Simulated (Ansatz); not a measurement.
## Geometry relaxation of CH7B2ClSi (part 2 of 2)

Continued. System: CH7B2ClSi. Method: RKS revPBE/def2-SVP (Ansatz 0.2.0). It belongs to a series of runs on one base structure; here: end point B relaxed.

Geometry of the input (Å):
```
C  -0.9101  -0.4959  1.3123
B  -0.2176  -0.0851  -0.0560
Si 1.5706  0.6148  -0.0253
B  -0.9270  -0.2857  -1.5082
Cl -0.1853  0.1068  -3.1269
H  -1.8798  0.1764  1.3943
H  -0.2737  -0.2489  2.1752
H  -1.1929  -1.5094  1.2862
H  1.6308  1.9646  -0.5863
H  2.4885  -0.2881  -0.7412
H  2.0578  0.7073  1.4016
H  -1.3784  0.0447  -0.1230
```

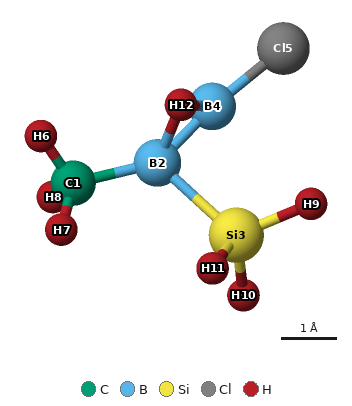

The geometry at step 17 of the log (ball-and-stick view, seen at a tilt; atoms are numbered from 1 in the order of the input).

Trajectory as extended XYZ, continued:
```
12
Properties=species:S:1:pos:R:3:forces:R:3 step=7 energy=-22890.77065
C    -1.0284   -0.6084    1.4761   -0.1996   0.0251  -0.0397
B    -0.3926   -0.1938    0.0680   -0.1005  -0.0087  -0.1569
Si    1.5354    0.6412   -0.1005    0.0423  -0.0474   0.0296
B    -0.4727   -0.3162   -1.4649   -0.0263   0.3377  -0.2274
Cl   -0.3502    0.0100   -3.1722   -0.0265  -0.1573   0.3063
H    -1.9304    0.0069    1.7010    0.1168  -0.0959  -0.0545
H    -0.3297   -0.4633    2.3176    0.1047   0.0249   0.1119
H    -1.3453   -1.6740    1.4800    0.0267   0.0816  -0.0388
H     1.6002    2.0058   -0.7422   -0.0074  -0.0150   0.0061
H     2.5320   -0.2401   -0.8106    0.0176   0.0158   0.0183
H     2.0100    0.7739    1.3305   -0.0108   0.0172  -0.0149
H    -1.0454    0.7596   -0.6801    0.0628  -0.1778   0.0599
12
Properties=species:S:1:pos:R:3:forces:R:3 step=8 energy=-22890.76673 accepted=F
C    -1.0235   -0.6221    1.4861    0.0176  -0.0422  -0.0321
B    -0.4112   -0.2252    0.0661   -0.0649  -0.0090  -0.0489
Si    1.5254    0.6031   -0.1188    0.0056   0.2177  -0.0423
B    -0.4290   -0.1969   -1.4595   -0.2488  -0.2574   0.1909
Cl   -0.3106    0.1034   -3.1534    0.0492   0.0633  -0.1344
H    -1.9328   -0.0227    1.7065    0.0331  -0.0298  -0.0450
H    -0.3190   -0.4546    2.3238    0.0135  -0.0014   0.0085
H    -1.3200   -1.6908    1.4959   -0.0098  -0.0124   0.0172
H     1.5818    1.9157   -0.8620    0.0887   0.0109   0.0295
H     2.5486   -0.3085   -0.7392    0.0090  -0.0645   0.0163
H     1.9556    0.8564    1.3069   -0.0047   0.0181   0.0284
H    -1.0824    0.7434   -0.6499    0.1114   0.1068   0.0118
12
Properties=species:S:1:pos:R:3:forces:R:3 step=9 energy=-22890.78445
C    -1.0192   -0.6171    1.4745   -0.0516   0.0047  -0.0277
B    -0.4085   -0.2048    0.0567    0.0811   0.0042   0.0310
Si    1.5327    0.6311   -0.1056    0.0186  -0.0005   0.0430
B    -0.4858   -0.2559   -1.4697   -0.0140  -0.0058  -0.0871
Cl   -0.3717    0.0198   -3.1743   -0.0141  -0.0042   0.0572
H    -1.9259   -0.0157    1.6990    0.0275  -0.0263  -0.0101
H    -0.3131   -0.4618    2.3129    0.0162   0.0087   0.0078
H    -1.3237   -1.6841    1.4753    0.0116   0.0080  -0.0021
H     1.6366    1.9769   -0.7810   -0.0302  -0.0210  -0.0279
H     2.5523   -0.2750   -0.7489   -0.0241  -0.0100   0.0050
H     1.9692    0.8228    1.3300   -0.0213   0.0009   0.0094
H    -1.0598    0.7653   -0.6660    0.0003   0.0413   0.0015
12
Properties=species:S:1:pos:R:3:forces:R:3 step=11 energy=-22890.79784
C    -1.0020   -0.6407    1.4631   -0.0181  -0.0256  -0.0161
B    -0.4015   -0.1982    0.0514    0.0962   0.0097   0.0013
Si    1.5407    0.6178   -0.0922   -0.0171   0.0088   0.0180
B    -0.5050   -0.1945   -1.4744   -0.0738  -0.0834   0.0171
Cl   -0.4332    0.0992   -3.1734    0.0060   0.0351  -0.0446
H    -1.9246   -0.0674    1.6919    0.0040  -0.0123  -0.0063
H    -0.3005   -0.4771    2.3046   -0.0050   0.0062   0.0005
H    -1.2775   -1.7150    1.4486    0.0025  -0.0098   0.0120
H     1.6593    1.8763   -0.9224    0.0420  -0.0617   0.0272
H     2.5665   -0.3722   -0.5933   -0.0458   0.0438   0.0365
H     1.9096    0.9663    1.3362    0.0011   0.0287  -0.0622
H    -1.0489    0.8071   -0.6375    0.0080   0.0605   0.0167
12
Properties=species:S:1:pos:R:3:forces:R:3 step=12 energy=-22890.81152
C    -0.9856   -0.6679    1.4479   -0.0877  -0.0464  -0.0197
B    -0.3978   -0.1898    0.0417    0.0989   0.0163  -0.0348
Si    1.5406    0.6017   -0.0719    0.2599   0.1647   0.0254
B    -0.5420   -0.1388   -1.4837   -0.0803  -0.0879   0.0788
Cl   -0.5211    0.1778   -3.1781    0.0018   0.0442  -0.0542
H    -1.9326   -0.1326    1.6780    0.0491  -0.0428  -0.0186
H    -0.2923   -0.4828    2.2915   -0.0160  -0.0007   0.0141
H    -1.2195   -1.7535    1.4234    0.0161   0.0391   0.0130
H     1.7244    1.7627   -1.0454    0.0041  -0.2238   0.1628
H     2.5820   -0.4566   -0.4181   -0.2116   0.1726   0.0895
H     1.8701    1.1287    1.3287   -0.0630  -0.0727  -0.2848
H    -1.0434    0.8526   -0.6112    0.0286   0.0373   0.0285
12
Properties=species:S:1:pos:R:3:forces:R:3 step=14 energy=-22890.83962
C    -0.9767   -0.7114    1.4292   -0.0615  -0.0212   0.0289
B    -0.3862   -0.1729    0.0442    0.0855   0.0023   0.0207
Si    1.5493    0.5940   -0.0601    0.4478   0.2147  -0.0109
B    -0.5843   -0.0681   -1.4750   -0.0379   0.0074  -0.0421
Cl   -0.6341    0.3126   -3.1581   -0.0147   0.0013   0.0193
H    -1.9649   -0.2464    1.6386    0.0560  -0.0476  -0.0237
H    -0.3234   -0.4962    2.2995   -0.0353  -0.0107  -0.0344
H    -1.1368   -1.8103    1.3809    0.0292   0.0587   0.0077
H     1.8424    1.5645   -1.2124   -0.0992  -0.2672   0.2733
H     2.5746   -0.5366   -0.1695   -0.2799   0.2261   0.0594
H     1.8515    1.3652    1.2358   -0.1080  -0.1834  -0.3141
H    -1.0286    0.9071   -0.5504    0.0180   0.0196   0.0158
12
Properties=species:S:1:pos:R:3:forces:R:3 step=15 energy=-22890.81034 accepted=F
C    -0.9828   -0.7460    1.4139   -0.0238   0.1616   0.0895
B    -0.3742   -0.2326    0.0299    0.4750   0.2460  -0.0308
Si    1.5727    0.5972   -0.0476   -0.2143  -0.4592  -0.1317
B    -0.6419   -0.0321   -1.4744    0.2158   0.0426   0.0735
Cl   -0.7209    0.4134   -3.1390   -0.0472  -0.0176  -0.0113
H    -1.9990   -0.3264    1.5627   -0.0358  -0.0571   0.0174
H    -0.3739   -0.4477    2.2924   -0.0407  -0.0453  -0.0191
H    -1.0789   -1.8517    1.4258    0.0392   0.0161  -0.0702
H     1.8292    1.4378   -1.2722    0.0536   0.0189  -0.0074
H     2.5573   -0.5399   -0.0429    0.1393   0.0085   0.0325
H     1.8377    1.4662    1.1591   -0.0803   0.0078   0.0210
H    -0.8422    0.9634   -0.5049   -0.4807   0.0776   0.0367
12
Properties=species:S:1:pos:R:3:forces:R:3 step=17 energy=-22890.87723
C    -0.9652   -0.7252    1.4132   -0.0316  -0.0029  -0.0200
B    -0.3654   -0.1663    0.0399    0.0202   0.0556   0.0487
Si    1.5706    0.5794   -0.0559    0.0407  -0.0507   0.0087
B    -0.6296   -0.0082   -1.4665    0.0228   0.0545  -0.0313
Cl   -0.7367    0.4131   -3.1368   -0.0220  -0.0037   0.0121
H    -2.0132   -0.3845    1.5521    0.0352  -0.0380  -0.0040
H    -0.3892   -0.4186    2.3088   -0.0169   0.0123   0.0004
H    -0.9849   -1.8351    1.3862    0.0157   0.0120   0.0051
H     1.9059    1.4008   -1.2777   -0.0061  -0.0127   0.0055
H     2.5389   -0.5763   -0.0111   -0.0015   0.0000   0.0193
H     1.8280    1.4551    1.1523   -0.0093  -0.0004  -0.0301
H    -0.9765    0.9674   -0.5017   -0.0472  -0.0260  -0.0144
12
Properties=species:S:1:pos:R:3:forces:R:3 step=18 energy=-22890.88771
C    -0.9611   -0.7310    1.4023   -0.0210  -0.1341   0.1196
B    -0.3600   -0.1400    0.0417   -0.0292   0.0150   0.0580
Si    1.5860    0.5622   -0.0473    0.0180   0.0003  -0.0567
B    -0.6535    0.0391   -1.4596    0.0150   0.0593  -0.0311
Cl   -0.8029    0.4810   -3.1223   -0.0101  -0.0111   0.0448
H    -2.0505   -0.5092    1.4855    0.1794  -0.0629   0.0109
H    -0.4553   -0.3456    2.3200   -0.1474  -0.1007  -0.1998
H    -0.8538   -1.8459    1.3915   -0.0077   0.3004   0.0379
H     1.9511    1.2925   -1.3216    0.0140  -0.0379   0.0600
H     2.5158   -0.6212    0.0881   -0.0198   0.0458   0.0056
H     1.8482    1.5153    1.1008    0.0043  -0.0304  -0.0355
H    -0.9813    1.0044   -0.4764    0.0046  -0.0437  -0.0136
12
Properties=species:S:1:pos:R:3:forces:R:3 step=19 energy=-22890.89541
C    -0.9607   -0.7378    1.3970   -0.1336  -0.0528   0.0481
B    -0.3623   -0.1261    0.0445   -0.0319   0.0078  -0.0240
Si    1.5920    0.5540   -0.0510    0.0325  -0.0306  -0.0345
B    -0.6698    0.0695   -1.4542    0.0167   0.0461  -0.0087
Cl   -0.8456    0.5299   -3.1099    0.0040  -0.0156   0.0592
H    -2.0688   -0.6028    1.4452    0.2648  -0.0523   0.0064
H    -0.5143   -0.2992    2.3179   -0.0916  -0.0865  -0.1129
H    -0.7646   -1.8380    1.4092   -0.0165   0.2230   0.0308
H     1.9994    1.2227   -1.3464   -0.0198  -0.0333   0.0604
H     2.4967   -0.6406    0.1478   -0.0252   0.0413  -0.0079
H     1.8623    1.5439    1.0618    0.0032  -0.0107  -0.0190
H    -0.9814    1.0261   -0.4593   -0.0028  -0.0365   0.0020
12
Properties=species:S:1:pos:R:3:forces:R:3 step=21 energy=-22890.90304
C    -0.9622   -0.7330    1.3947   -0.0139  -0.0381   0.0326
B    -0.3720   -0.1201    0.0441    0.0327   0.0162   0.0094
Si    1.5885    0.5414   -0.0542    0.0022  -0.0343  -0.0110
B    -0.6674    0.0935   -1.4510   -0.0037  -0.0329   0.0351
Cl   -0.8453    0.5593   -3.1005    0.0021   0.0278  -0.0450
H    -2.0707   -0.6864    1.4118    0.0253  -0.0171   0.0030
H    -0.5793   -0.2436    2.3141   -0.0207  -0.0112  -0.0300
H    -0.6803   -1.8080    1.4483   -0.0036   0.0582   0.0085
H     1.9989    1.1958   -1.3511    0.0050   0.0016   0.0017
H     2.4732   -0.6650    0.1432    0.0047   0.0094   0.0015
H     1.8800    1.5326    1.0506   -0.0008  -0.0034  -0.0037
H    -0.9804    1.0350   -0.4471   -0.0294   0.0240  -0.0020
12
Properties=species:S:1:pos:R:3:forces:R:3 step=22 energy=-22890.90498
C    -0.9647   -0.7304    1.3956   -0.0469  -0.0743   0.0683
B    -0.3803   -0.1099    0.0466    0.0137  -0.0234   0.0081
Si    1.5899    0.5227   -0.0620   -0.0122   0.0607   0.0191
B    -0.6710    0.1137   -1.4471   -0.0210  -0.0519   0.0117
Cl   -0.8418    0.5907   -3.0945   -0.0005   0.0308  -0.0403
H    -2.0763   -0.7585    1.3873    0.1091  -0.0072   0.0049
H    -0.6341   -0.1974    2.3129   -0.0328  -0.0339  -0.0639
H    -0.6110   -1.7839    1.4803   -0.0339   0.1069   0.0047
H     2.0084    1.1704   -1.3591    0.0011  -0.0052  -0.0137
H     2.4723   -0.6825    0.1454   -0.0208  -0.0206  -0.0058
H     1.8874    1.5210    1.0345    0.0122  -0.0009   0.0073
H    -0.9960    1.0456   -0.4372    0.0319   0.0190  -0.0004
12
Properties=species:S:1:pos:R:3:forces:R:3 step=24 energy=-22890.90790
C    -0.9666   -0.7274    1.3978    0.0001   0.0115  -0.0287
B    -0.3845   -0.1075    0.0471    0.0035   0.0077   0.0006
Si    1.5885    0.5164   -0.0648    0.0116   0.0056   0.0043
B    -0.6743    0.1210   -1.4470   -0.0140  -0.0080  -0.0061
Cl   -0.8411    0.6172   -3.0912    0.0016   0.0033   0.0000
H    -2.0679   -0.8386    1.3578   -0.0275  -0.0064  -0.0013
H    -0.7068   -0.1422    2.3022    0.0100   0.0161   0.0169
H    -0.5399   -1.7432    1.5315    0.0152  -0.0276   0.0115
H     2.0084    1.1675   -1.3606   -0.0052  -0.0037   0.0040
H     2.4486   -0.7094    0.1219   -0.0086   0.0028  -0.0025
H     1.9138    1.4960    1.0410   -0.0031  -0.0009  -0.0013
H    -0.9954    1.0516   -0.4330    0.0163  -0.0005   0.0027
12
Properties=species:S:1:pos:R:3:forces:R:3 step=25 energy=-22890.90820
C    -0.9669   -0.7268    1.3975   -0.0070  -0.0063   0.0007
B    -0.3857   -0.1066    0.0465    0.0064  -0.0009  -0.0041
Si    1.5888    0.5120   -0.0651   -0.0005  -0.0001  -0.0013
B    -0.6767    0.1240   -1.4474   -0.0060   0.0004  -0.0121
Cl   -0.8423    0.6264   -3.0903    0.0008  -0.0030   0.0087
H    -2.0663   -0.8631    1.3494    0.0103  -0.0008   0.0037
H    -0.7267   -0.1246    2.2975   -0.0026  -0.0071  -0.0060
H    -0.5178   -1.7322    1.5479   -0.0056   0.0178   0.0006
H     2.0061    1.1651   -1.3605    0.0019  -0.0022   0.0022
H     2.4441   -0.7176    0.1171   -0.0016   0.0060  -0.0006
H     1.9167    1.4892    1.0419    0.0005  -0.0026   0.0005
H    -0.9905    1.0556   -0.4317    0.0034  -0.0011   0.0076
```

Results in brief:

```json
{"quantity": "outcome", "value": "converged"}
{"quantity": "total energy", "value": "−22890.9082 eV"}
{"quantity": "mean-field energy", "value": "−22890.9082 eV"}
{"quantity": "largest force (length of the vector) at the end", "value": "0.019 eV/Å"}
{"quantity": "hardware", "value": "2 threads of Intel Xeon (Granite Rapids), 16 GiB of memory available, shared host"}
{"quantity": "wall time", "value": "43 s (CPU time 81 s)"}
{"quantity": "peak memory", "value": "0.17 GiB"}
```
